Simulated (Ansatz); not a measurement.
**quartet BSiH4: levels of theory compared**

Wanted: a comparison of 6 runs (U-wB97M-V/STO-3G, UBLYP/STO-3G, UPBE0/STO-3G, USVWN5/STO-3G, UCCSDT/STO-3G, UCCSDTQ/STO-3G) of quartet BSiH4. 

The results are computed with Ansatz 0.2.0.

54 further runs of the same task are left out: 1 that didn't finish, 53 set aside as unsound or not needed.

**1. The structure to begin with**

BSiH4: 6 atoms, total charge 0, spin state quartet. SMILES of the parent species: `[BH][SiH3]`. Geometry: relaxed at GFN2-xTB. That shape belongs to the parent species and isn't relaxed for this state.

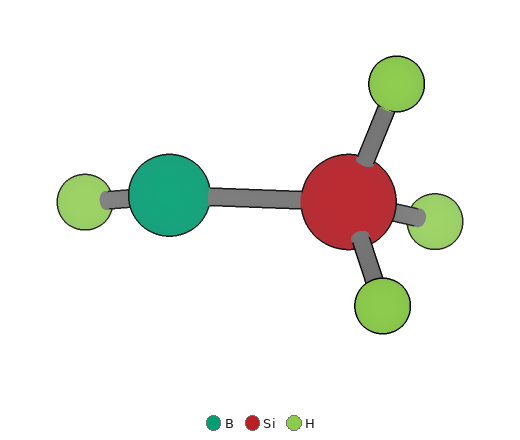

Viewed from a chosen angle; boron teal, silicon red, hydrogen green.

**2. A single-point energy at U-wB97M-V/STO-3G (run 1)**

The input, run.yaml:

```yaml
crystal:
  periodic: [false, false, false]
  atoms:
    - symbol: B
      position_ang: [0.938510, -0.830080, 0.651420]
    - symbol: Si
      position_ang: [-0.268720, 0.378400, -0.198310]
    - symbol: H
      position_ang: [1.206890, -1.921260, 0.929580]
    - symbol: H
      position_ang: [-1.511470, -0.138420, -0.820190]
    - symbol: H
      position_ang: [0.392690, 1.102720, -1.300860]
    - symbol: H
      position_ang: [-0.757900, 1.408630, 0.738360]
basis:
  gaussian: {orbitals: STO-3G}
magnetization: {spin_polarized: true, initial_magnetization: 3}
hamiltonian: {xc: {name: wB97M-V}}
accuracy: high
```

Started as:

```bash
$ ansatz run run.yaml --threads 1 --pin off --max-ram 2610MiB --events-out events.jsonl --progress --plain --runs-dir runs
```

Output:

```text
Warning: RAYON_NUM_THREADS=1 ignored (pool sized by the plan → 1); use --threads N
Functional definition: wB97M-V
  name "wB97M-V"
  parameter omega = 0.3/bohr
  parameter cx = 0.15
  parameter cx01 = 1.007
  parameter cx10 = 0.259
  parameter css00 = 0.443
  parameter css04 = -1.437
  parameter css10 = -4.535
  parameter css20 = -3.390
  parameter css43 = 4.278
  parameter cos00 = 1.000
  parameter cos10 = 1.358
  parameter cos20 = 2.924
  parameter cos21 = -8.812
  parameter cos60 = -1.390
  parameter cos61 = 9.142
  parameter b = 6.0
  parameter c = 0.01
  gx(w, u) = 1 - cx + cx01*u + cx10*w
  gss(w, u) = css00 + css04*u^4 + css10*w + css20*w^2 + css43*w^4*u^3
  gos(w, u) = cos00 + cos10*w + (cos20 + cos21*u)*w^2 + (cos60 + cos61*u)*w^6
  exchange = spin_sum(e_x_unif_sr(omega)*gx(b97_w, b97_u_x)) + cx*exact_x_sr(omega) + exact_x_lr(omega)
  correlation = spin_sum(e_c_pw_mod_same_spin*gss(b97_w, b97_u_same))
      + integral(e_c_pw_mod_opposite_spin*gos(b97_w_opposite, b97_u_opposite)) + vv10(b, c)
311 factors; integrals over basis functions are off by at most 2.2e-8 eV
154 factors; integrals over basis functions are off by at most 9.4e-10 eV
mean field evaluation 1: about -8508.4463 eV, gradient 1.1e1 eV
mean field evaluation 2: about -8509.5185 eV, gradient 3.4e0 eV
mean field evaluation 4: about -8509.6721 eV, gradient 3.0e-1 eV
mean field evaluation 8: about -8509.6329 eV, gradient 2.4e-2 eV
mean field evaluation 16: about -8509.6329 eV, gradient 3.9e-5 eV
mean field -8509.63294743 eV, -312.7232427816 hartree, gradient 8.4e-8 eV, S^2 3.751668; 0 other end points of the search recorded, 0 dependent functions left out
reference -8509.63295009 eV, -312.7232428795 hartree; 13, 10 occupied and 5, 8 virtual orbitals, 311 factors
Total energy: -8509.63295009 eV, -312.7232428795 hartree
```

Wall time 28 s (1 thread of Intel Xeon Platinum 8259CL at 2.50GHz (Skylake/Cascade Lake), shared host); peak memory 0.52 GiB.

**3. A single-point energy at UBLYP/STO-3G (run 2)**

The input, molecule.yaml:

```yaml
crystal:
  periodic: [false, false, false]
  atoms:
    - {symbol: B, position_ang: [0.938510, -0.830080, 0.651420]}
    - {symbol: Si, position_ang: [-0.268720, 0.378400, -0.198310]}
    - {symbol: H, position_ang: [1.206890, -1.921260, 0.929580]}
    - {symbol: H, position_ang: [-1.511470, -0.138420, -0.820190]}
    - {symbol: H, position_ang: [0.392690, 1.102720, -1.300860]}
    - {symbol: H, position_ang: [-0.757900, 1.408630, 0.738360]}
basis:
  gaussian:
    orbitals: STO-3G
magnetization:
  spin_polarized: true
  initial_magnetization: 3
hamiltonian:
  xc: {name: BLYP}
accuracy: high
```

Started as:

```bash
$ ansatz run molecule.yaml --threads 1 --pin off --max-ram 2610MiB --events-out events.jsonl --progress --plain --runs-dir runs
```

Output:

```text
Warning: RAYON_NUM_THREADS=1 ignored (pool sized by the plan → 1); use --threads N
Functional definition: BLYP
  name "BLYP"
  parameter beta = 0.0042
  parameter a = 0.04918
  parameter b = 0.132
  parameter c = 0.2533
  parameter d = 0.349
  exchange = b88_x(beta = beta)
  correlation = lyp_c(a = a, b = b, c = c, d = d)
311 factors; integrals over basis functions are off by at most 2.2e-8 eV
mean field evaluation 1: about -8506.4469 eV, gradient 1.5e1 eV
mean field evaluation 2: about -8501.9198 eV, gradient 2.4e1 eV
mean field evaluation 4: about -8508.2871 eV, gradient 1.5e0 eV
mean field evaluation 8: about -8508.2727 eV, gradient 8.1e-2 eV
mean field evaluation 16: about -8508.2728 eV, gradient 5.2e-6 eV
mean field -8508.27283226 eV, -312.6732594711 hartree, gradient 1.6e-8 eV, S^2 3.753107; 2 other end points of the search recorded, 0 dependent functions left out
reference -8508.27286991 eV, -312.6732608548 hartree; 13, 10 occupied and 5, 8 virtual orbitals, 311 factors
Total energy: -8508.27286991 eV, -312.6732608548 hartree
```

Wall time 3.3 s (1 thread of Intel Xeon Platinum 8259CL at 2.50GHz (Skylake/Cascade Lake), shared host); peak memory 0.15 GiB.

Runs 3 to 4 aren't shown in full; the table further down has their settings and results.

**4. The energy at UCCSDT/STO-3G (run 5)**

The input, in.yaml:

```yaml
crystal:
  periodic: [false, false, false]
  atoms:
    - {symbol: B, position_ang: [0.938510, -0.830080, 0.651420]}
    - {symbol: Si, position_ang: [-0.268720, 0.378400, -0.198310]}
    - {symbol: H, position_ang: [1.206890, -1.921260, 0.929580]}
    - {symbol: H, position_ang: [-1.511470, -0.138420, -0.820190]}
    - {symbol: H, position_ang: [0.392690, 1.102720, -1.300860]}
    - {symbol: H, position_ang: [-0.757900, 1.408630, 0.738360]}
basis:
  gaussian: {orbitals: STO-3G}
magnetization: {spin_polarized: true, initial_magnetization: 3}
correlation: {method: ccsdt, frozen_orbitals: {B: 1, H: 0, Si: 5}}
accuracy: high
scf: {omitted_lower_state_checks: [cluster_reference, increment]}
```

Started as:

```bash
$ ansatz run in.yaml --threads 1 --pin off --max-ram 2610MiB --events-out events.jsonl --progress --plain --runs-dir runs
```

Output, cut to the lines that bear on the results:

```text
Warning: RAYON_NUM_THREADS=1 ignored (pool sized by the plan → 1); use --threads N
Functional definition: HF
  name "HF"
[...]
311 factors; integrals over basis functions are off by at most 2.2e-8 eV
[...]
mean field -8489.59751801 eV, -311.9869543310 hartree, gradient 1.0e-7 eV, S^2 3.760854; 0 other end points of the search recorded, 0 dependent functions left out
6 core orbitals not correlated: weight in the atoms' cores, before any rotation towards them, 0.999 or more for the frozen orbitals, at most 0.000 for the correlated occupied ones
reference -8489.59751801 eV, -311.9869543310 hartree; 7, 4 occupied and 5, 8 virtual orbitals, 311 factors
second order -1.48926004 eV of doubles, -0.00000000 eV of singles
cycle   1  -1.98401810 eV  change   -4.9e-1 eV  update   6.5e-2
[...]
cycle  29  -2.36736201 eV  change   3.3e-10 eV  update  8.1e-10
Total energy: -8491.96488002 eV, -312.0739532801 hartree
Checks for a lower state left out: cluster_reference, increment
```

It took 1.2 s on 1 thread of Intel Xeon Platinum 8259CL at 2.50GHz (Skylake/Cascade Lake), shared host.

**5. The energy at UCCSDTQ/STO-3G (run 6)**

Changes to in.yaml since step 4:

```diff
@@ -10,6 +10,12 @@
 basis:
-  gaussian: {orbitals: STO-3G}
-magnetization: {spin_polarized: true, initial_magnetization: 3}
-correlation: {method: ccsdt, frozen_orbitals: {B: 1, H: 0, Si: 5}}
+  gaussian:
+    orbitals: STO-3G
+magnetization:
+  spin_polarized: true
+  initial_magnetization: 3
+correlation:
+  method: ccsdtq
+  frozen_orbitals: {B: 1, H: 0, Si: 5}
 accuracy: high
-scf: {omitted_lower_state_checks: [cluster_reference, increment]}
+scf:
+  omitted_lower_state_checks: [cluster_reference, increment]
```

Started as:

```bash
$ ansatz run in.yaml --threads 1 --pin off --max-ram 2610MiB --events-out events.jsonl --progress --plain --runs-dir runs
```

Output, cut to the lines that bear on the results:

```text
Warning: RAYON_NUM_THREADS=1 ignored (pool sized by the plan → 1); use --threads N
Functional definition: HF
  name "HF"
[...]
311 factors; integrals over basis functions are off by at most 2.2e-8 eV
[...]
mean field -8489.59751801 eV, -311.9869543310 hartree, gradient 1.0e-7 eV, S^2 3.760854; 0 other end points of the search recorded, 0 dependent functions left out
6 core orbitals not correlated: weight in the atoms' cores, before any rotation towards them, 0.999 or more for the frozen orbitals, at most 0.000 for the correlated occupied ones
reference -8489.59751801 eV, -311.9869543310 hartree; 7, 4 occupied and 5, 8 virtual orbitals, 311 factors
second order -1.48926004 eV of doubles, -0.00000000 eV of singles
cycle   1  -1.98401806 eV  change   -4.9e-1 eV  update   6.5e-2
[...]
cycle  30  -2.36781733 eV  change  -9.0e-10 eV  update  8.6e-10
Total energy: -8491.96533534 eV, -312.0739700130 hartree
Checks for a lower state left out: cluster_reference, increment
```

It took 38 s on 1 thread of Intel Xeon Platinum 8259CL at 2.50GHz (Skylake/Cascade Lake), shared host; peak memory 0.2 GiB.

**6. The series**

| run | level | frozen core orbitals | energy (Eh) | ⟨S²⟩ | wall time |
| --- | --- | --- | --- | --- | --- |
| 1 | U-wB97M-V/STO-3G | – | -312.723243 | 3.752 | 28 s |
| 2 | UBLYP/STO-3G | – | -312.673261 | 3.753 | 3.3 s |
| 3 | UPBE0/STO-3G | – | -312.573343 | 3.754 | 2.8 s |
| 4 | USVWN5/STO-3G | – | -311.209905 | 3.753 | 1.2 s |
| 5 | UCCSDT/STO-3G | 6 | -312.073953 | 3.761 | 1.2 s |
| 6 | UCCSDTQ/STO-3G | 6 | -312.073970 | 3.761 | 38 s |

**7. Outcome**

| quantity | value |
| --- | --- |
| run 6: total energy | -312.07397 Eh |
| run 6: correlation energy (6 core orbitals frozen) | -87.0 mEh |
| run 6: ⟨S²⟩ of the reference determinant | 3.761 |
| run 6: T1 diagnostic | 0.019 |

In words: Totals of different functionals can't be ranked against each other. In runs 1, 2, 3, 4, 5, 6 the basis is minimal, so the values are rough. All runs together took 75 s, the longest 38 s.
